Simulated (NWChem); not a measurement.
# wB97X/6-31G(d) (spherical functions) run of SiH2O (oxosilane)

Aim: the vertical ionisation energy of SiH2O (oxosilane) at wB97X/6-31G* (spherical functions), from 2 runs. 

Program for the calculation: NWChem 7.3.0.

2 further runs of the same task are left out: 2 set aside as unsound or not needed.

### 1 The molecule

The species is SiH2O (4 atoms), meant as a singlet with charge 0. SMILES: `O=[SiH2]`. The shape is that of a PBE0-D4/def2-TZVP optimisation.

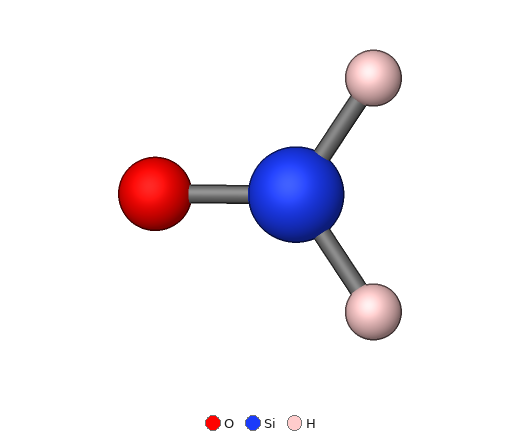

Viewed from a chosen angle; oxygen red, silicon blue, hydrogen pink.

### 2 The energy at wB97X/6-31G(d) (spherical functions)

test.nw reads:

```
start test
title "H2OSi energy"
memory 2200 mb
charge 0

geometry noautosym nocenter noautoz
  O     -0.283200     0.413500     1.469500
  Si    -0.006700     0.009800     0.034900
  H      0.439900    -1.346000    -0.376200
  H     -0.150000     0.922700    -1.128300
end

basis "ao basis" spherical bse
  * library 6-31G*
end

dft
  xc wb97x
  mult 1
  grid lebedev 99 14
  convergence energy 1e-08
  maxiter 100
  mulliken
  noprint "final vectors analysis"
end

task dft energy
```

The run is started by

```
nwchem test.nw > test.out
```

The program printed:

```text
[...]
          Wavefunction type:  closed shell.
          No. of atoms     :     4
          No. of electrons :    24
[...]
          Charge           :     0
          Spin multiplicity:     1
[...]
          AO basis - number of functions:    36
[...]
              XC Information
              --------------
                       wb97x  Method XC Functional
                     Hartree-Fock (Exact) Exchange  1.000
                         wb97x Exchange Functional  1.000
                      wb97x Correlation Functional  1.000
[...]
 d= 0,ls=0.0,diis     1   -365.7012289785 -4.18D+02  4.54D-02  1.05D+00     0.6
[...]
 d= 0,ls=0.0,diis    10   -365.8427099950 -4.59D-09  1.38D-06  4.01D-10     4.6
         Total DFT energy =     -365.842709994982
      One electron energy =     -610.418777668275
           Coulomb energy =      222.318085331327
    Exchange-Corr. energy =      -30.226811454086
 Nuclear repulsion energy =       52.484793796052
[...]
      Total Density - Mulliken Population Analysis
     ---------------------------------------------
    Atom       Charge   Shell Charges
 -----------   ------   -------------------------------------------------------
    1 O    8     8.52   2.00  0.92  2.82  0.93  1.83  0.02
    2 Si  14    13.33   2.00  2.00  5.96  0.95  1.69  0.20  0.27  0.26
    3 H    1     1.08   0.50  0.58
    4 H    1     1.08   0.50  0.58
[...]
```

It took 5.4 s on 1 thread of AMD EPYC 9R45 (Zen 5), shared host; peak memory 0.11 GiB.

### 3 The doublet cation, same level

h2osi.xyz reads:

```xyz
4

O     -0.283200     0.413500     1.469500
Si    -0.006700     0.009800     0.034900
H      0.439900    -1.346000    -0.376200
H     -0.150000     0.922700    -1.128300
```

h2osi.nw reads:

```
start h2osi
memory total 2200 mb
charge 1
geometry noautosym nocenter noautoz
   load h2osi.xyz
end
basis spherical bse
   O library 6-31G*
   Si library 6-31G*
   H library 6-31G*
end
dft
   xc wb97x
   mult 2
   grid lebedev 99 14
   convergence energy 1e-08
   maxiter 100
   mulliken
   noprint "final vectors analysis"
end
task dft energy
```

The run is started by

```
nwchem h2osi.nw > h2osi.out
```

The program printed:

```text
[...]
          Wavefunction type:  spin polarized.
          No. of atoms     :     4
          No. of electrons :    23
[...]
          Charge           :     1
          Spin multiplicity:     2
[...]
          AO basis - number of functions:    36
[...]
              XC Information
              --------------
                       wb97x  Method XC Functional
                     Hartree-Fock (Exact) Exchange  1.000
                         wb97x Exchange Functional  1.000
                      wb97x Correlation Functional  1.000
[...]
 d= 0,ls=0.0,diis     1   -364.9848704946 -4.17D+02  4.15D-02  8.22D-01     0.6
[...]
 d= 0,ls=0.0,diis    13   -365.4521014797 -3.38D-09  6.90D-07  3.72D-10     6.8
[...]
         Total DFT energy =     -365.452101479734
      One electron energy =     -602.482202653306
           Coulomb energy =      214.456577993147
    Exchange-Corr. energy =      -29.911270615628
 Nuclear repulsion energy =       52.484793796052
[...]
      Total Density - Mulliken Population Analysis
     ---------------------------------------------
    Atom       Charge   Shell Charges
 -----------   ------   -------------------------------------------------------
    1 O    8     8.11   2.00  0.97  2.75  0.93  1.44  0.02
    2 Si  14    13.09   2.00  2.00  5.96  1.04  1.67  0.14  0.07  0.21
    3 H    1     0.90   0.47  0.43
    4 H    1     0.90   0.47  0.43
[...]
      <S2> =      0.7572 (Exact =     0.7500)
[...]
```

Run time: 7.5 s. Hardware: 1 thread of AMD EPYC 9R45 (Zen 5), shared host; peak memory 0.11 GiB.

### 4 Summary of results

Level: wB97X/6-31G* (spherical functions).

```
                                          quantity          value
                       singlet SiH2O: total energy  -365.84271 Eh
                      singlet SiH2O: dipole moment         3.58 D
                      doublet cation: total energy  -365.45210 Eh
                              doublet cation: ⟨S²⟩          0.757
vertical ionisation energy (to the doublet cation)      10.629 eV
```

What this shows: The vertical ionisation energy comes to 10.63 eV (245 kcal/mol). Mulliken charges (singlet SiH2O) run from -0.52 on O1 to +0.67 on Si2. Mulliken charges (doublet cation) run from -0.11 on O1 to +0.91 on Si2.
